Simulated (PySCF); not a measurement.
**CH₈NPSi: density, localisation and related maps**

```csv
atom,x (Å),y (Å),z (Å)
C,-0.7440,-1.3449,0.2161
Si,-0.0597,0.2729,-0.5174
N,-0.8331,1.5570,0.3335
P,2.1338,0.6435,-0.1750
H,-0.2343,-2.2112,-0.1948
H,-1.8022,-1.4535,-0.0002
H,-0.6225,-1.3680,1.2954
H,-0.2508,0.2529,-1.9826
H,-1.8388,1.6018,0.3507
H,-0.4434,2.4844,0.2809
H,2.5340,-0.5547,-0.7351
H,2.1622,0.1191,1.1026
```

Geometry: GFN2-xTB.

Theory: CAM-B3LYP/def2-SVPD, SCF density, gas phase in PySCF 2.14.0.

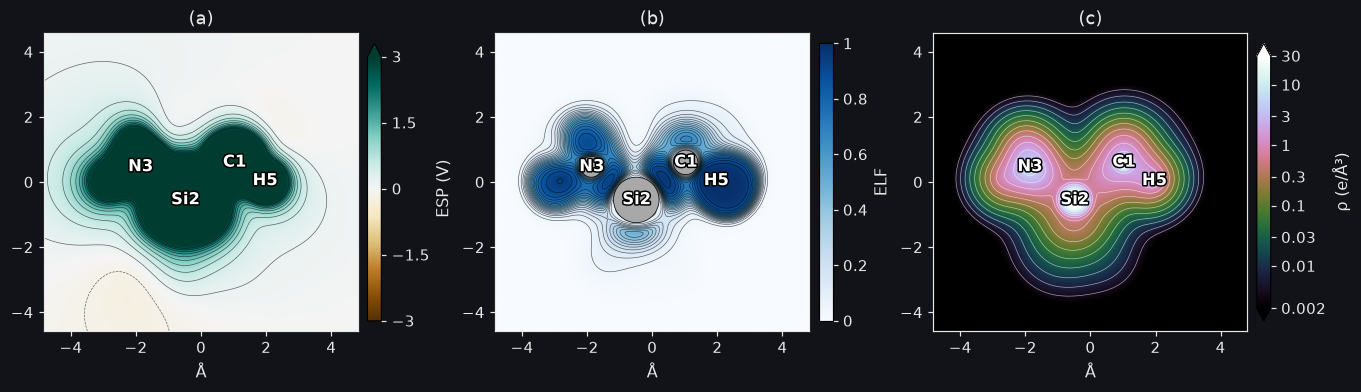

Figure 1. (a) molecular electrostatic potential; (b) electron localisation function; (c) electron density on the plane of atoms Si2, C1 and H5. Grey discs cover the atomic cores in the ELF map.

> Read the bonding off the picture.

Atoms in the plane: C, Si, N and H.
Si–N (1.72 Å): ρ at the midpoint is about 1.1 e/Å³; the ELF peaks at about 0.90 between the atoms: a shared but strongly polarised pair.
C–Si (1.90 Å): the density is about 0.93 e/Å³ at the midpoint; the ELF peaks at about 0.95 between the atoms (localised, covalent bonding).
C–H (1.09 Å): ρ at the midpoint is about 1.9 e/Å³; the ELF climbs to about 1 towards the hydrogen, as it does in any bond to H; an ordinary covalent bond to hydrogen.
The potential has no marked negative region in this plane.

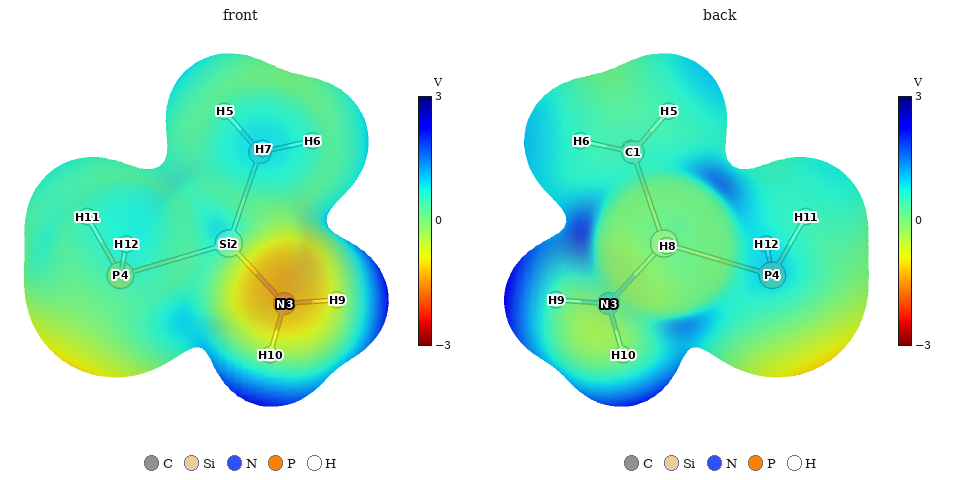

Figure 2. The molecular electrostatic potential painted on the density surface at 0.004 e/bohr³, seen from the front and from behind; the colour scale runs from red (negative) to blue (positive).

> Where is the surface potential most negative and most positive?

The most negative region (about −1.4 V, or −32 kcal/mol for a unit charge) lies over N3, the most positive (about +2.2 V, or +51 kcal/mol for a unit charge) over H9 and H10. N3 is the likeliest acceptor of a hydrogen bond.
